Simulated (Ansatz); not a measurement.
# H2O2 (triplet): B3LYP, BHLYP, CAM-B3LYP over a scan of the distance O1–H3 along a hydrogen transfer, cc-pVDZ

How well do these functionals follow the top wave-function level for H2O2 (triplet) over a scan of the distance O1–H3 along a hydrogen transfer?

The runs use Ansatz 0.2.0, Gaussian basis; cc-pVDZ, all electrons in the functionals.

To be run: B3LYP, BHLYP, CAM-B3LYP, at 0.892 Å; 0.960 Å; 1.041 Å; 1.123 Å; 1.204 Å; 1.286 Å; 1.368 Å; 1.449 Å; 1.531 Å.

9 further runs of the same task are left out: 8 that didn't finish, 1 set aside as unsound or not needed.

## 1. The geometry

The geometry derives from fragments relaxed apart (PBE0/def2-TZVP) and kept rigid, so it is no stationary point. A hydrogen atom is moved between rigid fragments.

4 atoms, charge 0, spin multiplicity 3.

Atoms are counted from 1 here; the program's logs count them from 0.

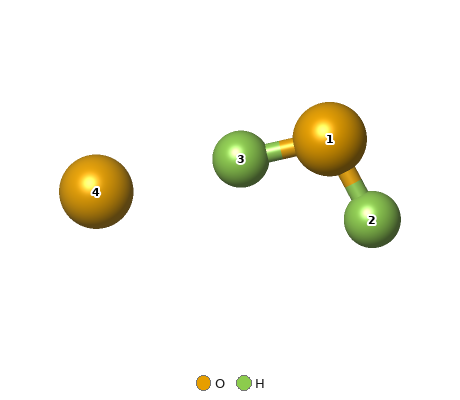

The geometry (oxygen amber, hydrogen green); atoms are numbered from 1 in the order of the file.

No dispersion term is added. B3LYP takes the VWN-RPA correlation.

The geometry shown and the zero of energy belong to the point 0.960 Å. The yardstick, UCCSDT(Q), and other wave-function levels (R restricted, U unrestricted, valence and pair active spaces) come from earlier runs.

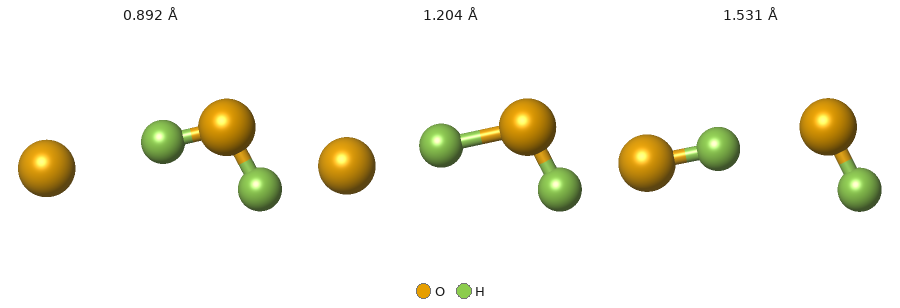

Three points of the scan; sticks are drawn by distance.

## 2. B3LYP, 0.892 Å

Contents of in.yaml:

```yaml
crystal:
  periodic: [false, false, false]
  atoms:
    - {symbol: O, position_ang: [-1.204841, -0.027457, 0.000000]}
    - {symbol: H, position_ang: [-1.454151, 0.899119, 0.000000]}
    - {symbol: H, position_ang: [-0.312841, -0.027457, 0.000000]}
    - {symbol: O, position_ang: [1.316159, -0.027457, 0.000000]}
basis:
  gaussian: {orbitals: cc-pVDZ}
magnetization: {spin_polarized: true, initial_magnetization: 2}
hamiltonian: {xc: {name: B3LYP}}
```

On the command line:

```sh
$ ansatz run in.yaml --threads 1 --pin off --events-out ev --progress --plain --max-ram 2393MiB
```

What it wrote, shortened:

```text
Functional definition: B3LYP
  name "B3LYP"
  cite "Stephens, Devlin, Chabalowski & Frisch, J. Phys. Chem. 98, 11623 (1994) doi:10.1021/j100096a001"
  cite "Becke, Phys. Rev. A 38, 3098 (1988) doi:10.1103/PhysRevA.38.3098"
  cite "Lee, Yang & Parr, Phys. Rev. B 37, 785 (1988) doi:10.1103/PhysRevB.37.785"
  cite "Vosko, Wilk & Nusair, Can. J. Phys. 58, 1200 (1980) doi:10.1139/p80-159"
[...]
343 factors; integrals over basis functions are off by at most 1.5e-3 eV
[...]
mean field -4121.98310784 eV, -151.4800852326 hartree, gradient 9.2e-6 eV, S^2 2.002867; 5 other end points of the search recorded, 0 dependent functions left out
reference -4121.98323358 eV, -151.4800898533 hartree; 10, 8 occupied and 28, 30 virtual orbitals, 343 factors
Total energy: -4121.98323358 eV, -151.4800898533 hartree
```

It took 2.5 s on 1 thread of AMD EPYC 7R43, shared host.

From the report: ⟨S²⟩ of the determinant 2.003 (pure triplet: 2.00).

## 3. B3LYP, 0.960 Å

Contents of in.yaml:

```yaml
crystal:
  periodic: [false, false, false]
  atoms:
    - {symbol: O, position_ang: [-1.206842, -0.027457, 0.000000]}
    - {symbol: H, position_ang: [-1.456152, 0.899119, 0.000000]}
    - {symbol: H, position_ang: [-0.247313, -0.027457, 0.000000]}
    - {symbol: O, position_ang: [1.314158, -0.027457, 0.000000]}
basis:
  gaussian: {orbitals: cc-pVDZ}
magnetization: {spin_polarized: true, initial_magnetization: 2}
hamiltonian: {xc: {name: B3LYP}}
```

Launched as before.

What it wrote, shortened:

```text
Functional definition: B3LYP
  name "B3LYP"
  cite "Stephens, Devlin, Chabalowski & Frisch, J. Phys. Chem. 98, 11623 (1994) doi:10.1021/j100096a001"
  cite "Becke, Phys. Rev. A 38, 3098 (1988) doi:10.1103/PhysRevA.38.3098"
  cite "Lee, Yang & Parr, Phys. Rev. B 37, 785 (1988) doi:10.1103/PhysRevB.37.785"
  cite "Vosko, Wilk & Nusair, Can. J. Phys. 58, 1200 (1980) doi:10.1139/p80-159"
[...]
343 factors; integrals over basis functions are off by at most 1.4e-3 eV
[...]
mean field -4122.15571769 eV, -151.4864285275 hartree, gradient 6.8e-6 eV, S^2 2.003491; 4 other end points of the search recorded, 0 dependent functions left out
reference -4122.15584167 eV, -151.4864330839 hartree; 10, 8 occupied and 28, 30 virtual orbitals, 343 factors
Total energy: -4122.15584167 eV, -151.4864330839 hartree
```

It took 2.5 s on 1 thread of AMD EPYC 7R43, shared host.

From the report: ⟨S²⟩ of the determinant 2.003 (pure triplet: 2.00).

## 4. B3LYP, 1.041 Å

Contents of in.yaml:

```yaml
crystal:
  periodic: [false, false, false]
  atoms:
    - {symbol: O, position_ang: [-1.209256, -0.027457, 0.000000]}
    - {symbol: H, position_ang: [-1.458566, 0.899119, 0.000000]}
    - {symbol: H, position_ang: [-0.168256, -0.027457, 0.000000]}
    - {symbol: O, position_ang: [1.311744, -0.027457, 0.000000]}
basis:
  gaussian: {orbitals: cc-pVDZ}
magnetization: {spin_polarized: true, initial_magnetization: 2}
hamiltonian: {xc: {name: B3LYP}}
```

Launched as before.

What it wrote, shortened:

```text
Functional definition: B3LYP
  name "B3LYP"
  cite "Stephens, Devlin, Chabalowski & Frisch, J. Phys. Chem. 98, 11623 (1994) doi:10.1021/j100096a001"
  cite "Becke, Phys. Rev. A 38, 3098 (1988) doi:10.1103/PhysRevA.38.3098"
  cite "Lee, Yang & Parr, Phys. Rev. B 37, 785 (1988) doi:10.1103/PhysRevB.37.785"
  cite "Vosko, Wilk & Nusair, Can. J. Phys. 58, 1200 (1980) doi:10.1139/p80-159"
[...]
343 factors; integrals over basis functions are off by at most 1.4e-3 eV
[...]
mean field -4122.08647865 eV, -151.4838840399 hartree, gradient 5.9e-6 eV, S^2 2.005594; 4 other end points of the search recorded, 0 dependent functions left out
reference -4122.08660170 eV, -151.4838885618 hartree; 10, 8 occupied and 28, 30 virtual orbitals, 343 factors
Total energy: -4122.08660170 eV, -151.4838885618 hartree
```

It took 2.4 s on 1 thread of AMD EPYC 7R43, shared host.

From the report: ⟨S²⟩ of the determinant 2.006 (pure triplet: 2.00).

From 0.960 Å: +0.069 eV.

## 5. B3LYP, 1.123 Å

Contents of in.yaml:

```yaml
crystal:
  periodic: [false, false, false]
  atoms:
    - {symbol: O, position_ang: [-1.211686, -0.027457, 0.000000]}
    - {symbol: H, position_ang: [-1.460996, 0.899119, 0.000000]}
    - {symbol: H, position_ang: [-0.088686, -0.027457, 0.000000]}
    - {symbol: O, position_ang: [1.309314, -0.027457, 0.000000]}
basis:
  gaussian: {orbitals: cc-pVDZ}
magnetization: {spin_polarized: true, initial_magnetization: 2}
hamiltonian: {xc: {name: B3LYP}}
```

The command is unchanged.

What it wrote, shortened:

```text
Functional definition: B3LYP
  name "B3LYP"
  cite "Stephens, Devlin, Chabalowski & Frisch, J. Phys. Chem. 98, 11623 (1994) doi:10.1021/j100096a001"
  cite "Becke, Phys. Rev. A 38, 3098 (1988) doi:10.1103/PhysRevA.38.3098"
  cite "Lee, Yang & Parr, Phys. Rev. B 37, 785 (1988) doi:10.1103/PhysRevB.37.785"
  cite "Vosko, Wilk & Nusair, Can. J. Phys. 58, 1200 (1980) doi:10.1139/p80-159"
[...]
343 factors; integrals over basis functions are off by at most 1.4e-3 eV
[...]
mean field -4121.88888941 eV, -151.4766227690 hartree, gradient 6.9e-6 eV, S^2 2.009602; 6 other end points of the search recorded, 0 dependent functions left out
reference -4121.88901203 eV, -151.4766272753 hartree; 10, 8 occupied and 28, 30 virtual orbitals, 343 factors
Total energy: -4121.88901203 eV, -151.4766272753 hartree
```

Wall time 3.8 s (1 thread of AMD EPYC 7R43, shared host).

From the report: ⟨S²⟩ of the determinant 2.010 (pure triplet: 2.00).

From 0.960 Å: +0.267 eV.

## 6. B3LYP, 1.204 Å

Contents of in.yaml:

```yaml
crystal:
  periodic: [false, false, false]
  atoms:
    - {symbol: O, position_ang: [-1.214086, -0.027457, 0.000000]}
    - {symbol: H, position_ang: [-1.463396, 0.899119, 0.000000]}
    - {symbol: H, position_ang: [-0.010086, -0.027457, 0.000000]}
    - {symbol: O, position_ang: [1.306914, -0.027457, 0.000000]}
basis:
  gaussian: {orbitals: cc-pVDZ}
magnetization: {spin_polarized: true, initial_magnetization: 2}
hamiltonian: {xc: {name: B3LYP}}
```

The command is unchanged.

What it wrote, shortened:

```text
Functional definition: B3LYP
  name "B3LYP"
  cite "Stephens, Devlin, Chabalowski & Frisch, J. Phys. Chem. 98, 11623 (1994) doi:10.1021/j100096a001"
  cite "Becke, Phys. Rev. A 38, 3098 (1988) doi:10.1103/PhysRevA.38.3098"
  cite "Lee, Yang & Parr, Phys. Rev. B 37, 785 (1988) doi:10.1103/PhysRevB.37.785"
  cite "Vosko, Wilk & Nusair, Can. J. Phys. 58, 1200 (1980) doi:10.1139/p80-159"
[...]
345 factors; integrals over basis functions are off by at most 1.4e-3 eV
[...]
mean field -4121.70199628 eV, -151.4697545733 hartree, gradient 1.9e-6 eV, S^2 2.014169; 5 other end points of the search recorded, 0 dependent functions left out
reference -4121.70211850 eV, -151.4697590649 hartree; 10, 8 occupied and 28, 30 virtual orbitals, 345 factors
Total energy: -4121.70211850 eV, -151.4697590649 hartree
```

It took 3.7 s on 1 thread of AMD EPYC 7R43, shared host.

From the report: ⟨S²⟩ of the determinant 2.014 (pure triplet: 2.00).

From 0.960 Å: +0.454 eV.

## 7. B3LYP, 1.286 Å

Contents of in.yaml:

```yaml
crystal:
  periodic: [false, false, false]
  atoms:
    - {symbol: O, position_ang: [-1.216516, -0.027457, 0.000000]}
    - {symbol: H, position_ang: [-1.465826, 0.899119, 0.000000]}
    - {symbol: H, position_ang: [0.069484, -0.027457, 0.000000]}
    - {symbol: O, position_ang: [1.304484, -0.027457, 0.000000]}
basis:
  gaussian: {orbitals: cc-pVDZ}
magnetization: {spin_polarized: true, initial_magnetization: 2}
hamiltonian: {xc: {name: B3LYP}}
```

Same command.

What it wrote, shortened:

```text
Functional definition: B3LYP
  name "B3LYP"
  cite "Stephens, Devlin, Chabalowski & Frisch, J. Phys. Chem. 98, 11623 (1994) doi:10.1021/j100096a001"
  cite "Becke, Phys. Rev. A 38, 3098 (1988) doi:10.1103/PhysRevA.38.3098"
  cite "Lee, Yang & Parr, Phys. Rev. B 37, 785 (1988) doi:10.1103/PhysRevB.37.785"
  cite "Vosko, Wilk & Nusair, Can. J. Phys. 58, 1200 (1980) doi:10.1139/p80-159"
[...]
344 factors; integrals over basis functions are off by at most 1.6e-3 eV
[...]
mean field -4121.60586479 eV, -151.4662218064 hartree, gradient 1.4e-6 eV, S^2 2.015940; 6 other end points of the search recorded, 0 dependent functions left out
reference -4121.60598658 eV, -151.4662262818 hartree; 10, 8 occupied and 28, 30 virtual orbitals, 344 factors
Total energy: -4121.60598658 eV, -151.4662262818 hartree
```

Run time: 3.9 s. Hardware: 1 thread of AMD EPYC 7R43, shared host.

From the report: ⟨S²⟩ of the determinant 2.016 (pure triplet: 2.00).

From 0.960 Å: +0.550 eV.

## 8. B3LYP, 1.368 Å

Contents of in.yaml:

```yaml
crystal:
  periodic: [false, false, false]
  atoms:
    - {symbol: O, position_ang: [-1.218946, -0.027457, 0.000000]}
    - {symbol: H, position_ang: [-1.468256, 0.899119, 0.000000]}
    - {symbol: H, position_ang: [0.149054, -0.027457, 0.000000]}
    - {symbol: O, position_ang: [1.302054, -0.027457, 0.000000]}
basis:
  gaussian: {orbitals: cc-pVDZ}
magnetization: {spin_polarized: true, initial_magnetization: 2}
hamiltonian: {xc: {name: B3LYP}}
```

Launched as before.

What it wrote, shortened:

```text
Functional definition: B3LYP
  name "B3LYP"
  cite "Stephens, Devlin, Chabalowski & Frisch, J. Phys. Chem. 98, 11623 (1994) doi:10.1021/j100096a001"
  cite "Becke, Phys. Rev. A 38, 3098 (1988) doi:10.1103/PhysRevA.38.3098"
  cite "Lee, Yang & Parr, Phys. Rev. B 37, 785 (1988) doi:10.1103/PhysRevB.37.785"
  cite "Vosko, Wilk & Nusair, Can. J. Phys. 58, 1200 (1980) doi:10.1139/p80-159"
[...]
343 factors; integrals over basis functions are off by at most 1.5e-3 eV
[...]
mean field -4121.62118486 eV, -151.4667848086 hartree, gradient 4.3e-6 eV, S^2 2.013411; 5 other end points of the search recorded, 0 dependent functions left out
reference -4121.62130604 eV, -151.4667892616 hartree; 10, 8 occupied and 28, 30 virtual orbitals, 343 factors
Total energy: -4121.62130604 eV, -151.4667892616 hartree
```

Run time: 3.9 s. Hardware: 1 thread of AMD EPYC 7R43, shared host.

From the report: ⟨S²⟩ of the determinant 2.013 (pure triplet: 2.00).

From 0.960 Å: +0.535 eV.

## 9. B3LYP, 1.449 Å

Contents of in.yaml:

```yaml
crystal:
  periodic: [false, false, false]
  atoms:
    - {symbol: O, position_ang: [-1.221346, -0.027457, 0.000000]}
    - {symbol: H, position_ang: [-1.470656, 0.899119, 0.000000]}
    - {symbol: H, position_ang: [0.227654, -0.027457, 0.000000]}
    - {symbol: O, position_ang: [1.299654, -0.027457, 0.000000]}
basis:
  gaussian: {orbitals: cc-pVDZ}
magnetization: {spin_polarized: true, initial_magnetization: 2}
hamiltonian: {xc: {name: B3LYP}}
```

Same command.

What it wrote, shortened:

```text
Functional definition: B3LYP
  name "B3LYP"
  cite "Stephens, Devlin, Chabalowski & Frisch, J. Phys. Chem. 98, 11623 (1994) doi:10.1021/j100096a001"
  cite "Becke, Phys. Rev. A 38, 3098 (1988) doi:10.1103/PhysRevA.38.3098"
  cite "Lee, Yang & Parr, Phys. Rev. B 37, 785 (1988) doi:10.1103/PhysRevB.37.785"
  cite "Vosko, Wilk & Nusair, Can. J. Phys. 58, 1200 (1980) doi:10.1139/p80-159"
[...]
343 factors; integrals over basis functions are off by at most 1.5e-3 eV
[...]
mean field -4121.69152799 eV, -151.4693698707 hartree, gradient 2.8e-6 eV, S^2 2.009333; 5 other end points of the search recorded, 0 dependent functions left out
reference -4121.69164821 eV, -151.4693742887 hartree; 10, 8 occupied and 28, 30 virtual orbitals, 343 factors
Total energy: -4121.69164821 eV, -151.4693742887 hartree
```

Wall time 3.6 s (1 thread of AMD EPYC 7R43, shared host).

From the report: ⟨S²⟩ of the determinant 2.009 (pure triplet: 2.00).

From 0.960 Å: +0.464 eV.

## 10. B3LYP, 1.531 Å

Contents of in.yaml:

```yaml
crystal:
  periodic: [false, false, false]
  atoms:
    - {symbol: O, position_ang: [-1.223776, -0.027457, 0.000000]}
    - {symbol: H, position_ang: [-1.473086, 0.899119, 0.000000]}
    - {symbol: H, position_ang: [0.307224, -0.027457, 0.000000]}
    - {symbol: O, position_ang: [1.297224, -0.027457, 0.000000]}
basis:
  gaussian: {orbitals: cc-pVDZ}
magnetization: {spin_polarized: true, initial_magnetization: 2}
hamiltonian: {xc: {name: B3LYP}}
```

Same command.

What it wrote, shortened:

```text
Functional definition: B3LYP
  name "B3LYP"
  cite "Stephens, Devlin, Chabalowski & Frisch, J. Phys. Chem. 98, 11623 (1994) doi:10.1021/j100096a001"
  cite "Becke, Phys. Rev. A 38, 3098 (1988) doi:10.1103/PhysRevA.38.3098"
  cite "Lee, Yang & Parr, Phys. Rev. B 37, 785 (1988) doi:10.1103/PhysRevB.37.785"
  cite "Vosko, Wilk & Nusair, Can. J. Phys. 58, 1200 (1980) doi:10.1139/p80-159"
[...]
343 factors; integrals over basis functions are off by at most 1.5e-3 eV
[...]
mean field -4121.70314551 eV, -151.4697968067 hartree, gradient 1.6e-6 eV, S^2 2.006192; 5 other end points of the search recorded, 0 dependent functions left out
reference -4121.70326445 eV, -151.4698011778 hartree; 10, 8 occupied and 28, 30 virtual orbitals, 343 factors
Total energy: -4121.70326445 eV, -151.4698011778 hartree
```

Wall time 4.5 s (1 thread of AMD EPYC 7R43, shared host).

From the report: ⟨S²⟩ of the determinant 2.006 (pure triplet: 2.00).

From 0.960 Å: +0.453 eV.

## 11. BHLYP, 0.892 Å

Contents of in.yaml:

```yaml
crystal:
  periodic: [false, false, false]
  atoms:
    - {symbol: O, position_ang: [-1.204841, -0.027457, 0.000000]}
    - {symbol: H, position_ang: [-1.454151, 0.899119, 0.000000]}
    - {symbol: H, position_ang: [-0.312841, -0.027457, 0.000000]}
    - {symbol: O, position_ang: [1.316159, -0.027457, 0.000000]}
basis:
  gaussian: {orbitals: cc-pVDZ}
magnetization: {spin_polarized: true, initial_magnetization: 2}
hamiltonian: {xc: {name: BHLYP}}
```

Same command.

What it wrote, shortened:

```text
Functional definition: BHLYP
  name "BHLYP"
  cite "Becke, J. Chem. Phys. 98, 1372 (1993) doi:10.1063/1.464304"
  cite "Becke, Phys. Rev. A 38, 3098 (1988) doi:10.1103/PhysRevA.38.3098"
  cite "Lee, Yang & Parr, Phys. Rev. B 37, 785 (1988) doi:10.1103/PhysRevB.37.785"
[...]
343 factors; integrals over basis functions are off by at most 1.5e-3 eV
[...]
mean field -4120.44633264 eV, -151.4236097856 hartree, gradient 2.3e-6 eV, S^2 2.003499; 3 other end points of the search recorded, 0 dependent functions left out
reference -4120.44641780 eV, -151.4236129154 hartree; 10, 8 occupied and 28, 30 virtual orbitals, 343 factors
Total energy: -4120.44641780 eV, -151.4236129154 hartree
```

It took 1.8 s on 1 thread of AMD EPYC 7R43, shared host.

From the report: ⟨S²⟩ of the determinant 2.003 (pure triplet: 2.00).

## 12. BHLYP, 0.960 Å

Contents of in.yaml:

```yaml
crystal:
  periodic: [false, false, false]
  atoms:
    - {symbol: O, position_ang: [-1.206842, -0.027457, 0.000000]}
    - {symbol: H, position_ang: [-1.456152, 0.899119, 0.000000]}
    - {symbol: H, position_ang: [-0.247313, -0.027457, 0.000000]}
    - {symbol: O, position_ang: [1.314158, -0.027457, 0.000000]}
basis:
  gaussian: {orbitals: cc-pVDZ}
magnetization: {spin_polarized: true, initial_magnetization: 2}
hamiltonian: {xc: {name: BHLYP}}
```

Same command.

What it wrote, shortened:

```text
Functional definition: BHLYP
  name "BHLYP"
  cite "Becke, J. Chem. Phys. 98, 1372 (1993) doi:10.1063/1.464304"
  cite "Becke, Phys. Rev. A 38, 3098 (1988) doi:10.1103/PhysRevA.38.3098"
  cite "Lee, Yang & Parr, Phys. Rev. B 37, 785 (1988) doi:10.1103/PhysRevB.37.785"
[...]
343 factors; integrals over basis functions are off by at most 1.4e-3 eV
[...]
mean field -4120.52679510 eV, -151.4265667265 hartree, gradient 4.9e-6 eV, S^2 2.003652; 3 other end points of the search recorded, 0 dependent functions left out
reference -4120.52688072 eV, -151.4265698728 hartree; 10, 8 occupied and 28, 30 virtual orbitals, 343 factors
Total energy: -4120.52688072 eV, -151.4265698728 hartree
```

Run time: 2.2 s. Hardware: 1 thread of AMD EPYC 7R43, shared host.

From the report: ⟨S²⟩ of the determinant 2.004 (pure triplet: 2.00).

## 13. BHLYP, 1.041 Å

Contents of in.yaml:

```yaml
crystal:
  periodic: [false, false, false]
  atoms:
    - {symbol: O, position_ang: [-1.209256, -0.027457, 0.000000]}
    - {symbol: H, position_ang: [-1.458566, 0.899119, 0.000000]}
    - {symbol: H, position_ang: [-0.168256, -0.027457, 0.000000]}
    - {symbol: O, position_ang: [1.311744, -0.027457, 0.000000]}
basis:
  gaussian: {orbitals: cc-pVDZ}
magnetization: {spin_polarized: true, initial_magnetization: 2}
hamiltonian: {xc: {name: BHLYP}}
```

Launched as before.

What it wrote, shortened:

```text
Functional definition: BHLYP
  name "BHLYP"
  cite "Becke, J. Chem. Phys. 98, 1372 (1993) doi:10.1063/1.464304"
  cite "Becke, Phys. Rev. A 38, 3098 (1988) doi:10.1103/PhysRevA.38.3098"
  cite "Lee, Yang & Parr, Phys. Rev. B 37, 785 (1988) doi:10.1103/PhysRevB.37.785"
[...]
343 factors; integrals over basis functions are off by at most 1.4e-3 eV
[...]
mean field -4120.31627232 eV, -151.4188301572 hartree, gradient 6.9e-6 eV, S^2 2.006565; 3 other end points of the search recorded, 0 dependent functions left out
reference -4120.31635564 eV, -151.4188332191 hartree; 10, 8 occupied and 28, 30 virtual orbitals, 343 factors
Total energy: -4120.31635564 eV, -151.4188332191 hartree
```

Run time: 3 s. Hardware: 1 thread of AMD EPYC 7R43, shared host.

From the report: ⟨S²⟩ of the determinant 2.007 (pure triplet: 2.00).

From 0.960 Å: +0.211 eV.

## 14. BHLYP, 1.123 Å

Contents of in.yaml:

```yaml
crystal:
  periodic: [false, false, false]
  atoms:
    - {symbol: O, position_ang: [-1.211686, -0.027457, 0.000000]}
    - {symbol: H, position_ang: [-1.460996, 0.899119, 0.000000]}
    - {symbol: H, position_ang: [-0.088686, -0.027457, 0.000000]}
    - {symbol: O, position_ang: [1.309314, -0.027457, 0.000000]}
basis:
  gaussian: {orbitals: cc-pVDZ}
magnetization: {spin_polarized: true, initial_magnetization: 2}
hamiltonian: {xc: {name: BHLYP}}
```

Same command.

What it wrote, shortened:

```text
Functional definition: BHLYP
  name "BHLYP"
  cite "Becke, J. Chem. Phys. 98, 1372 (1993) doi:10.1063/1.464304"
  cite "Becke, Phys. Rev. A 38, 3098 (1988) doi:10.1103/PhysRevA.38.3098"
  cite "Lee, Yang & Parr, Phys. Rev. B 37, 785 (1988) doi:10.1103/PhysRevB.37.785"
[...]
343 factors; integrals over basis functions are off by at most 1.4e-3 eV
[...]
mean field -4119.99124285 eV, -151.4068855443 hartree, gradient 4.5e-6 eV, S^2 2.017983; 3 other end points of the search recorded, 0 dependent functions left out
reference -4119.99132592 eV, -151.4068885970 hartree; 10, 8 occupied and 28, 30 virtual orbitals, 343 factors
Total energy: -4119.99132592 eV, -151.4068885970 hartree
```

It took 2.3 s on 1 thread of AMD EPYC 7R43, shared host.

From the report: ⟨S²⟩ of the determinant 2.018 (pure triplet: 2.00).

From 0.960 Å: +0.536 eV.

## 15. BHLYP, 1.204 Å

Contents of in.yaml:

```yaml
crystal:
  periodic: [false, false, false]
  atoms:
    - {symbol: O, position_ang: [-1.214086, -0.027457, 0.000000]}
    - {symbol: H, position_ang: [-1.463396, 0.899119, 0.000000]}
    - {symbol: H, position_ang: [-0.010086, -0.027457, 0.000000]}
    - {symbol: O, position_ang: [1.306914, -0.027457, 0.000000]}
basis:
  gaussian: {orbitals: cc-pVDZ}
magnetization: {spin_polarized: true, initial_magnetization: 2}
hamiltonian: {xc: {name: BHLYP}}
```

Launched as before.

What it wrote, shortened:

```text
Functional definition: BHLYP
  name "BHLYP"
  cite "Becke, J. Chem. Phys. 98, 1372 (1993) doi:10.1063/1.464304"
  cite "Becke, Phys. Rev. A 38, 3098 (1988) doi:10.1103/PhysRevA.38.3098"
  cite "Lee, Yang & Parr, Phys. Rev. B 37, 785 (1988) doi:10.1103/PhysRevB.37.785"
[...]
345 factors; integrals over basis functions are off by at most 1.4e-3 eV
[...]
mean field -4119.70864725 eV, -151.3965003477 hartree, gradient 6.0e-6 eV, S^2 2.032536; 4 other end points of the search recorded, 0 dependent functions left out
reference -4119.70873028 eV, -151.3965033990 hartree; 10, 8 occupied and 28, 30 virtual orbitals, 345 factors
Total energy: -4119.70873028 eV, -151.3965033990 hartree
```

It took 2.4 s on 1 thread of AMD EPYC 7R43, shared host.

From the report: ⟨S²⟩ of the determinant 2.033 (pure triplet: 2.00).

From 0.960 Å: +0.818 eV.

(Part 1 of 2 ends here.)
